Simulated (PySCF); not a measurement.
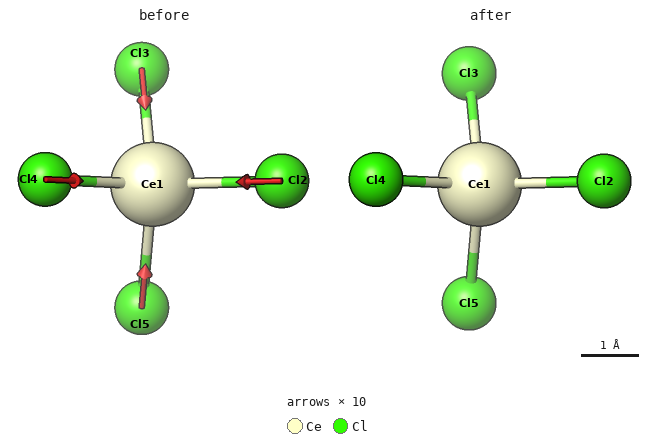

The structure of CeCl$_{4}$ before (left) and after (right) a relaxation, at one scale. The red arrows give the displacements, magnified 10 times.

Style: ball-and-stick. Shown face on.

These are results of RKS PBE0, Ce lcecp-2-SVP with ECP46, Cl def2-SVP; non-relativistic Hamiltonian with scalar-relativistic core potentials; density fitting in PySCF 2.14.0, not measurements.

The input:
```
mol = gto.M(atom='''
Ce     0.00000    -0.00000     0.00000
Cl     1.48600     1.48600     1.48600
Cl    -1.48600    -1.48600     1.48600
Cl     1.48600    -1.48600    -1.48600
Cl    -1.48600     1.48600    -1.48600''',
    basis={'Ce': 'lcecp-2-SVP', 'Cl': 'def2-SVP'},
    ecp={'Ce': 'lcecp-2-SVP'},
    charge=0, spin=0)
mf = dft.RKS(mol, xc='PBE0')
mf.grids.atom_grid = (50, 194)  # f atoms: at least (60, 302), unpruned
mf = mf.density_fit()  # Ce AutoAux, Cl def2-universal-JKFIT
mf.conv_tol = 1e-08; mf.max_cycle = 55
mf.kernel(dm0)
# quasi-Newton relaxation in Cartesian coordinates to a largest gradient under 0.00045 Eh/bohr, steps kept in the point group
```

Command:
```bash
OMP_NUM_THREADS=2 python run.py
```

Describe what moved and what it gained.

Answer. The largest moves after the best rigid fit, 0.094 Å, are those of Cl2, Cl3, Cl4 and Cl5. Ce stays in place. Near-neighbour distances that change, for instance: Ce1–Cl2 2.574 → 2.480 Å. The energy falls by 25.8 kJ/mol in 3 geometry steps. The largest force component goes from 0.78 to 0.0035 eV/Å. The run took 16 s on 2 threads of Arm Neoverse V2 (shared host), peak memory 0.68 GiB.
